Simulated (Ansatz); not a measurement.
Sc$_{3}$PIr$_{4}$

Input

```
crystal:
  lattice:
    - [3.2212044067, 0.0, 0.0]
    - [0.0, 3.6586551991, 0.0]
    - [0.0, 0.0, 12.0647315968]
  atoms:
    - { symbol: Sc, position: [0.5, 0.0, 0.7405882897] }
    - { symbol: Sc, position: [0.5, 0.0, 0.0] }
    - { symbol: Sc, position: [0.5, 0.0, 0.2594117103] }
    - { symbol: P, position: [0.0, 0.0, 0.5] }
    - { symbol: Ir, position: [0.0, 0.5, 0.6189405353] }
    - { symbol: Ir, position: [0.0, 0.5, 0.8704296356] }
    - { symbol: Ir, position: [0.0, 0.5, 0.1295703644] }
    - { symbol: Ir, position: [0.0, 0.5, 0.3810594647] }
basis:
  ecutwfc: 420
kpoints:
  mp_grid: { grid: [10, 8, 4] }
hamiltonian:
  xc: pbe
scf:
  occupations: { method: gaussian, width: 0.1 }
output:
  forces: true
  stress: true
  eigenvalues: true
  write_density: true
  write_potential: true
  elf: true
  volumetric_format: npy
relax:
  adjacent_minimum: "off"
  f_tol: 0.01
  max_steps: 30
  cell: { stress_tol: 0.1, fix: [volume] }
```

Launched as:

```sh
ansatz run input.yaml --threads 1 --pin off --max-ram 2560MiB --backend cpu --events-out ev --progress --plain --runs-dir out
```

Below, planes, directions and counts refer to the conventional cell (a = 3.24 Å, b = 3.64 Å, c = 12.05 Å, α = 90.00°, β = 90.00°, γ = 90.00°).

The fields are those of the relaxed geometry.

Space group Pmmm; a structure from a database of computed crystals, not necessarily the ambient phase; a generated structure, not necessarily the stable one; changed on purpose from its base cell (volume × 1.06, shape and atoms relaxed); computed pressure about −8 GPa in this cell; computed without spin polarisation.

Theory: DFT PBE, scalar-relativistic, plane waves, PAW (Ansatz).

Question: Predict the valence pseudo-density and electron localisation function between the atoms.

Answer: P–Ir (2.31 Å): ρ is about 0.76 e/Å³ halfway; the ELF peaks at about 0.80 in the valence shell of P, 0.8 Å from its nucleus, and is about 0.45 at the midpoint.

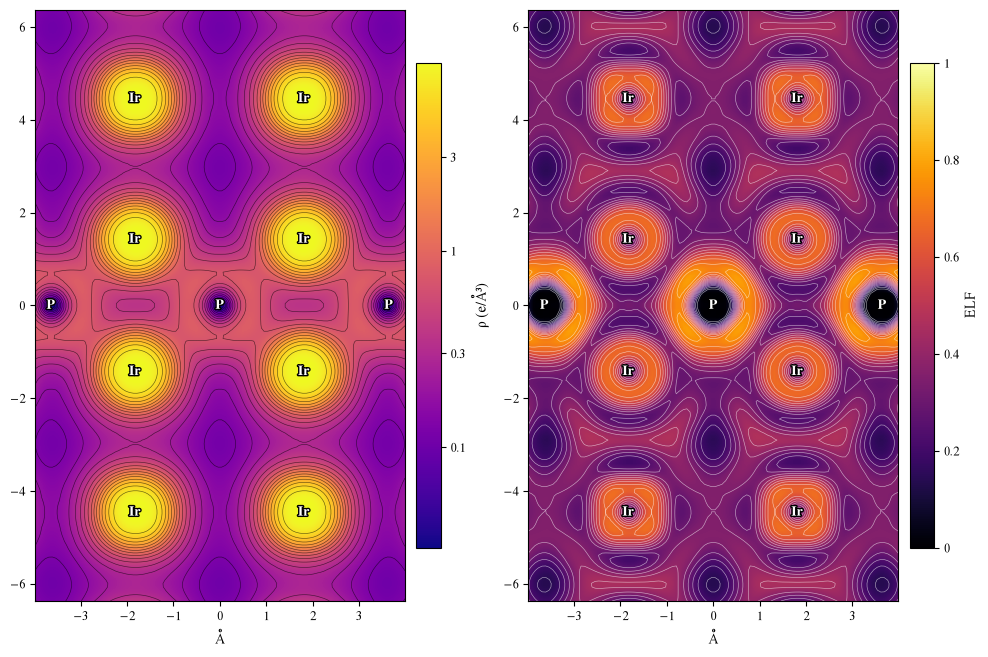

Computed valence pseudo-density and electron localisation function on the (100) plane of the conventional cell, in this order. 

The density is the valence pseudo-density of a PAW calculation; it isn't the true density close to the nuclei.
